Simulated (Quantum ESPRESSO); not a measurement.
## Cost against accuracy: ecutwfc for MgCo₄O₈ (Cm, 13 atoms in the cell)

Cell: a = 5.7036 Å, b = 5.7036 Å, c = 5.8094 Å, α = 119.33°, β = 119.33°, γ = 59.99°.

Method of the run: LDA (PZ)+U, GBRV 1.5 ultrasoft (LDA) pseudopotentials (plane waves; Quantum ESPRESSO 7.5).

Base settings: ecutwfc = 50 Ry; ecutrho = 400 Ry; occupations = smearing; smearing = cold; degauss = 0.0036749 Ry; nspin = 2; potentials = {Mg: mg_lda_v1.4.uspp.F.UPF, Co: co_lda_v1.2.uspp.F.UPF, O: o_lda_v1.2.uspp.F.UPF}; K_POINTS = automatic 3 3 3 0 0 0; HUBBARD = atomic; U Co-3d 3.32 eV; conv_thr = 1e-10 Ry.

Misses are taken against the tightest run, 57 Ry (ecutrho: 400 Ry → 456 Ry), which need not be fully converged itself. The energy is the free energy per atom.

The count of work is k-points × plane waves × bands × iterations; it is no time, and leaves out set-up, grids and terms that scale otherwise. Core times come from one kind of shared machine and are given to one figure; runs under 30 s give none.

The starting cell comes from a database of computed structures (which also holds hypothetical and non-ambient phases and stackings), without a prior relaxation at this level. The magnetic order is the one reached from the typed start; others were not searched systematically. With U or open f shells several self-consistent states can exist. In the base run, with a pressure of about -14 GPa the cell is away from its equilibrium volume at this level.

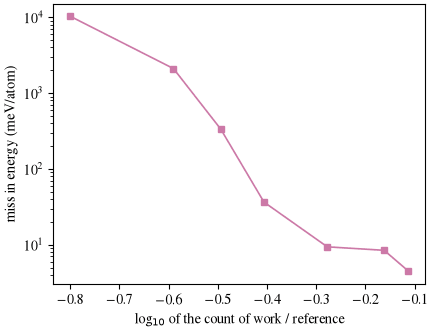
Fig. 1. Miss against the count of work; the reference run is not drawn, and misses under 0.1 meV/atom are drawn there.

```csv
ecutwfc,energy less reference (meV/atom),pressure less reference (GPa),largest difference in the force on any atom (eV/Å),count of work / reference,core time / reference (rough)
20 Ry (ecutrho: 400 Ry → 160 Ry),10317.04,-671.76,2.680,0.16,0.1
25 Ry (ecutrho: 400 Ry → 200 Ry),2107.33,-183.90,0.373,0.26,0.3
30 Ry (ecutrho: 400 Ry → 240 Ry),335.47,-40.84,0.130,0.32,0.4
35 Ry (ecutrho: 400 Ry → 280 Ry),36.51,-5.60,0.015,0.39,0.6
40 Ry (ecutrho: 400 Ry → 320 Ry),9.38,0.09,0.005,0.53,0.4
45 Ry (ecutrho: 400 Ry → 360 Ry),8.44,0.02,0.003,0.69,0.6
50 Ry,4.50,-0.25,0.003,0.77,0.7
57 Ry (ecutrho: 400 Ry → 456 Ry),0.00,0.00,0.000,1.0,1
```

The last two settings still differ by 4.5 meV/atom, so the table cannot show that the reference is converged.

Coarsest setting among those run that, with all tighter ones, holds the energy within 20 meV/atom of the reference: 40 Ry (ecutrho: 400 Ry → 320 Ry), off by 9.4 meV/atom; its saving against the reference is no more than about a factor of 2 in the count of work.

The step from 20 Ry (ecutrho: 400 Ry → 160 Ry) to 35 Ry (ecutrho: 400 Ry → 280 Ry): it takes the miss in the energy from 10000 to 37 meV/atom, for 2.5 times the count of work and roughly 4 times the time.
